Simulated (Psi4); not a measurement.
# C2ClF3 (chlorotrifluoroethylene) at CAM-B3LYP/cc-pVDZ

Aim: the vertical singlet–triplet gap of C2ClF3 (chlorotrifluoroethylene) at CAM-B3LYP/cc-pVDZ, from 2 runs. 

The calculation is run with Psi4 1.11.

## 1. Starting point

The species is C2ClF3 (6 atoms), meant as a singlet with charge 0. As SMILES, `FC(F)=C(F)Cl`. Geometry: relaxed at PBE0-D4/def2-TZVP.

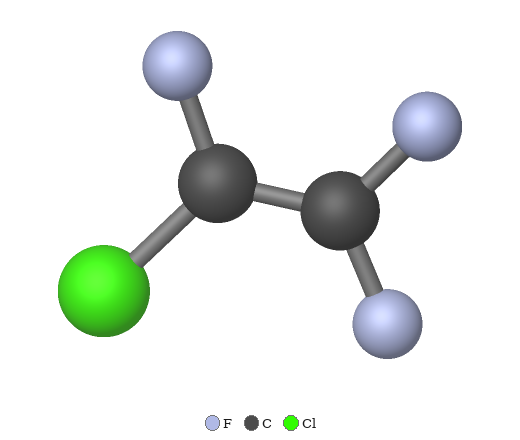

The structure, seen from a chosen angle (fluorine light blue, carbon dark grey, chlorine green).

## 2. A single-point energy at CAM-B3LYP/cc-pVDZ

Input file job.dat:

```
memory 2.2 GB

molecule geom {
  0 1
  F
  C 1 R2
  F 2 R3 1 A3
  C 2 R4 3 A4 1 D4
  F 4 R5 2 A5 3 D5
  Cl 4 R6 2 A6 3 D6

  R2 = 1.308474
  R3 = 1.306727
  A3 = 112.56842
  R4 = 1.324154
  A4 = 124.08591
  D4 = 179.99759
  R5 = 1.324339
  A5 = 120.28642
  D5 = -179.99774
  R6 = 1.6928
  A6 = 123.92182
  D6 = -0.00394
  symmetry c1
}

set {
  reference            rks
  puream               true
  e_convergence        1e-09
  d_convergence        1e-08
  scf_type             pk
  dft_radial_points    99
  dft_spherical_points 590
}

E, wfn = energy("cam-b3lyp/cc-pVDZ", return_wfn=True)
print_variables()
```

The run is started by

```bash
psi4 job.dat job.out -n 1
```

job.out, cut to the lines that bear on the results:

```text
[...]
  Running in c1 symmetry.
[...]
  Nuclear repulsion =  295.745219132452348
[...]
  Multiplicity = 1
[...]
  Nalpha       = 28
  Nbeta        = 28
[...]
    Number of basis functions: 88
[...]
   @RKS iter   1:  -835.76305011474437   -7.22554e-02   3.99353e-03 ADIIS/DIIS
[...]
   @RKS iter  12:  -835.80663584526383   -9.09495e-13   5.99778e-09 DIIS
[...]
    Orbital Energies [Eh]
    ---------------------
    Doubly Occupied:
       1A   -101.650684     2A    -24.834255     3A    -24.832166
       4A    -24.817268     5A    -10.447922     6A    -10.409505
       7A     -9.570144     8A     -7.334257     9A     -7.323579
      10A     -7.323402    11A     -1.399357    12A     -1.349977
      13A     -1.336479    14A     -0.993554    15A     -0.866515
      16A     -0.730450    17A     -0.680599    18A     -0.667270
      19A     -0.629120    20A     -0.591694    21A     -0.565961
      22A     -0.549008    23A     -0.537067    24A     -0.517771
      25A     -0.488255    26A     -0.440690    27A     -0.416240
      28A     -0.313618
[...]
  @RKS Final Energy:  -835.80663584526383
   => Energetics <=
    Nuclear Repulsion Energy =            295.7452191324523483
    One-Electron Energy =               -1743.3395609750757558
    Two-Electron Energy =                 664.7757844385818089
    DFT Exchange-Correlation Energy =     -52.9880784412222425
    Empirical Dispersion Energy =           0.0000000000000000
    VV10 Nonlocal Energy =                  0.0000000000000000
    Total Energy =                       -835.8066358452638269
[...]
 Multipole Moments:
 ------------------------------------------------------------------------------------
     Multipole            Electronic (a.u.)      Nuclear  (a.u.)        Total (a.u.)
 ------------------------------------------------------------------------------------
 L = 1.  Multiply by 2.5417464519 to convert [e a0] to [Debye]
 Dipole X            :          0.0000409           -0.0000337            0.0000072
 Dipole Y            :         -0.4155624            0.3110071           -0.1045553
 Dipole Z            :         -0.9292949            1.0201829            0.0908880
 Magnitude           :                                                    0.1385368
[...]
```

Run time: 31 s. Hardware: 1 thread of Intel Xeon Platinum 8259CL at 2.50GHz (Skylake/Cascade Lake), shared host; peak memory 1.2 GiB.

## 3. The triplet: energy and forces at UCAM-B3LYP/cc-pVDZ

Input file input.in:

```
memory 2200 MB

molecule {
  0 3
  F      0.754980    -1.638860     0.121480
  C     -0.084770    -0.642210     0.238150
  F     -1.171340    -0.974840     0.883330
  C      0.149100     0.567290    -0.247440
  F      1.278540     0.821980    -0.890380
  Cl    -0.926530     1.866650    -0.105120
  symmetry c1
  no_reorient
  no_com
}

set reference uks
set puream true
set e_convergence 1e-09
set d_convergence 1e-08
set scf_type pk
set dft_radial_points 99
set dft_spherical_points 590
set maxiter 100

energy_value, wavefunction = gradient('cam-b3lyp/cc-pVDZ', return_wfn=True)
oeprop(wavefunction, 'DIPOLE', 'MAYER_INDICES', 'LOWDIN_CHARGES')
```

The run is started by

```bash
psi4 -i input.in -o input.out -n 1
```

input.out, cut to the lines that bear on the results:

```text
[...]
  Running in c1 symmetry.
[...]
  Nuclear repulsion =  295.745276287558966
[...]
  Multiplicity = 3
[...]
  Nalpha       = 29
  Nbeta        = 27
[...]
    Number of basis functions: 88
[...]
   @UKS iter   1:  -835.59466479438663    9.61320e-02   3.68954e-03 ADIIS/DIIS
[...]
   @UKS iter  17:  -835.64354647793289   -2.95586e-12   5.17786e-09 DIIS
[...]
   @S^2 Observed:                2.006909132E+00
[...]
  @UKS Final Energy:  -835.64354647793289
   => Energetics <=
    Nuclear Repulsion Energy =            295.7452762875589656
    One-Electron Energy =               -1743.3103105665989006
    Two-Electron Energy =                 664.9513107997976249
    DFT Exchange-Correlation Energy =     -53.0298229986905127
    Empirical Dispersion Energy =           0.0000000000000000
    VV10 Nonlocal Energy =                  0.0000000000000000
    Total Energy =                       -835.6435464779328868
[...]
  -Total Gradient:
     Atom            X                  Y                   Z
    ------   -----------------  -----------------  -----------------
       1       -0.017707905122     0.007974654465     0.006444932805
       2        0.032881175899     0.188416821792    -0.073876694027
       3        0.018604104334    -0.004117439952    -0.008056313623
       4       -0.027960620926    -0.203306995732     0.075923307835
       5       -0.006697913657     0.007113980614     0.001188729084
       6        0.000865273036     0.003938026652    -0.001621802319
[...]
 Multipole Moments:
 ------------------------------------------------------------------------------------
     Multipole            Electronic (a.u.)      Nuclear  (a.u.)        Total (a.u.)
 ------------------------------------------------------------------------------------
 L = 1.  Multiply by 2.5417464519 to convert [e a0] to [Debye]
 Dipole X            :         14.2741663          -14.3721420           -0.0979757
 Dipole Y            :        -28.4603980           28.6445631            0.1841651
 Dipole Z            :          1.5290398           -1.5361773           -0.0071375
 Magnitude           :                                                    0.2087270
[...]
```

Wall time 1.7 min (1 thread of Intel Xeon Platinum 8259CL at 2.50GHz (Skylake/Cascade Lake), shared host); peak memory 1.2 GiB.

## 4. Outcome

Level: CAM-B3LYP/cc-pVDZ.

| quantity | value |
| --- | --- |
| singlet: total energy | -835.80664 Eh |
| singlet: dipole moment | 0.35 D |
| singlet: HOMO energy | -8.53 eV |
| singlet: LUMO energy | 1.79 eV |
| singlet: HOMO–LUMO gap | 10.33 eV |
| triplet: total energy | -835.64355 Eh |
| triplet: dipole moment | 0.53 D |
| triplet: HOMO energy (highest over α and β) | -4.18 eV |
| triplet: LUMO energy (lowest over α and β) | -2.65 eV |
| triplet: ⟨S²⟩ | 2.007 |
| triplet: largest force on an atom | 11.252 eV/Å |
| vertical energy of the triplet above the singlet | 4.438 eV |

**Reading.** At this shape the triplet lies 4.44 eV (428 kJ/mol) above the singlet.
